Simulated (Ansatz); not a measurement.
# Fields on a plane of ZrIr3 (Cu3Au type)

```xyz
4
Lattice="3.9107 0.0000 0.0000 0.0000 3.9107 0.0000 0.0000 0.0000 3.9107" Properties=species:S:1:pos:R:3 pbc="T T T"
Zr     0.0000     0.0000     0.0000
Ir     1.9553     1.9553     0.0000
Ir     0.0000     1.9553     1.9553
Ir     1.9553     0.0000     1.9553
```

The slice is a {100} plane (indices of the conventional cell) through the point (0.500, 0.500, 0.000) (fractional), spanned by u = [100] and v = [010] in vectors of this cell: u (3.91 Å) and v (3.91 Å, at 90° to u). It covers one period; positions are fractions (u, v).

Atoms on it: Zr at (0.50, 0.50); Ir at (0.00, 0.00).

These are LDA (plane waves to 420 eV, PAW, scalar-relativistic; Ansatz, a quantum-chemistry and plane-wave program) values and carry that method's errors. k mesh 12×12×12. Inside the PAW spheres the values are not all-electron values, and peaks at nuclei hang on which shells count as valence. Spin-orbit coupling is left out, though Ir is heavy. ZrIr3 is run without spin polarisation. ZrIr3 was relaxed with its symmetry unable to fall.

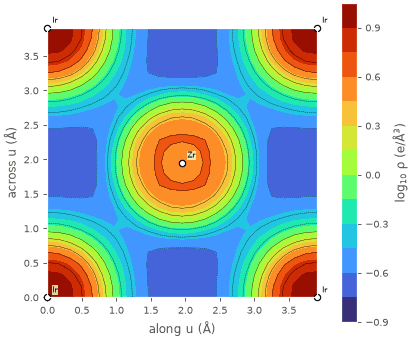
Figure: Log₁₀ of the valence density in e/Å³, one period of the plane, atoms marked. The scale is logarithmic, as a density can span decades between atoms and voids.

```
|xxxxxx%%##++--::::::::......::::::::--++##%%xxxx|
|xxxxxx%%##++------::..........::------++##%%xxxx|
|xx%%%%##**==----::::..      ..::::----==**##%%%%|
|######**++==----::..          ..::----==++**####|
|++++++======--::..              ..::--======++++|
|------------::..  ....::::::....  ..::----------|
|::::------::..  ..--**######**--..  ..::------::|
|::::--::::..  ..==##@@@@@@@@@@##==..  ..::::--::|
|::::::::..  ..--##@@@@@@xx@@@@@@##--..  ..::::::|
|::::....    ..**@@@@xxxxxxxxxx@@@@**..    ....::|
|......      ::##@@@@xxxxxxxxxx@@@@##::      ....|
|......      ::##@@xxxxxxxxxxxxxx@@##::      ....|
|......      ::##@@@@xxxxxxxxxx@@@@##::      ....|
|::::....    ..**@@@@xxxxxxxxxx@@@@**..    ....::|
|::::::::..  ..--##@@@@@@xx@@@@@@##--..  ..::::::|
|::::--::::..  ..==##@@@@@@@@@@##==..  ..::::--::|
|::::------::..  ..--**######**--..  ..::------::|
|------------::..  ....::::::....  ..::----------|
|++++++======--::..              ..::--======++++|
|######**++==----::..          ..::----==++**####|
|xx%%%%##**==----::::..      ..::::----==**##%%%%|
|xxxxxx%%##++------::..........::------++##%%xxxx|
|xxxxxx%%##++--::::::::......::::::::--++##%%xxxx|
|xxxxxxxx##++--::::::::......::::::::--++##xxxxxx|
```
Scale: ten equal steps from 0.10 (start of ' ') to 0.80 (end of '@'), in the order ' .:-=+*#%@'. Values: electron localisation function (ELF). The map has 24 points along u (two characters each, u = 0 at the left) and 24 along v (v = 0 in the bottom row). Points within 0.5 Å of a nucleus are blanked (x), as the pseudised field means little there.

- Density on the Zr–Ir line (2.77 Å) at its density minimum, 1.3 Å from Zr: 0.35 e/Å³
- ELF at that point: 0.2
